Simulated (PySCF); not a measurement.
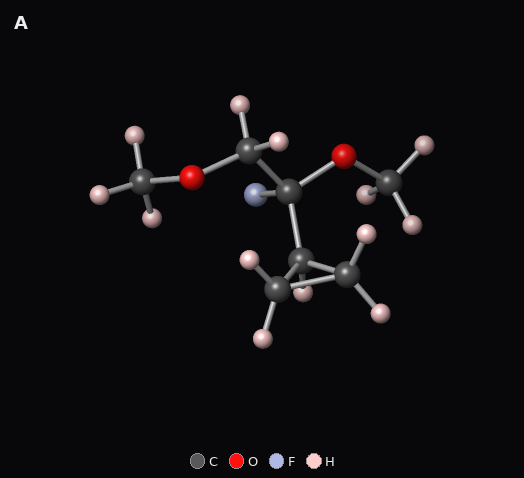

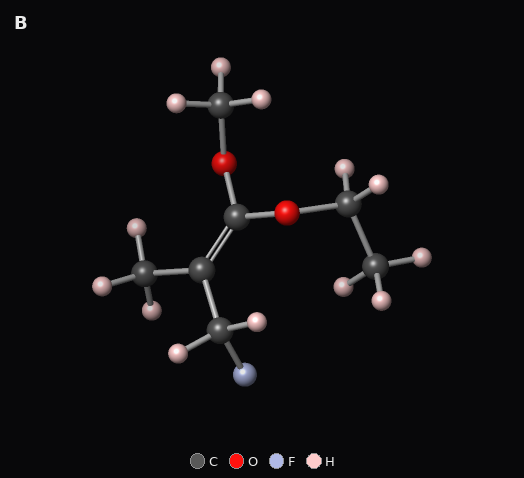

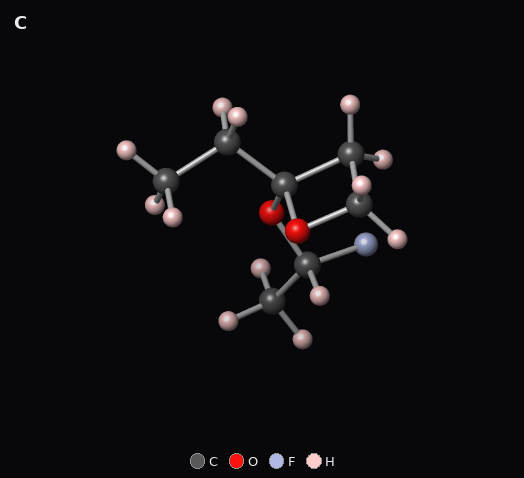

3 stationary structures of one formula. Geometries: GFN2-xTB. Electronic energies: PBE0/pcSseg-1 (PySCF 2.14.0), without zero-point energy. No frequency run is at hand to confirm each as a minimum. Each is one conformer, not always the lowest.

### Are they conformers, stereoisomers or constitutional isomers?

They are constitutional isomers of C7H13FO2: A `COC[C@@](F)(OC)C1CC1`, B `CCO/C(OC)=C(/C)CF`, C `CC[C@@]1(O[C@@H](C)F)CCO1`.

### Which structure is the most stable?

C is lowest; B lies 16.2 kcal/mol above it, A lies 25.4 kcal/mol above it.
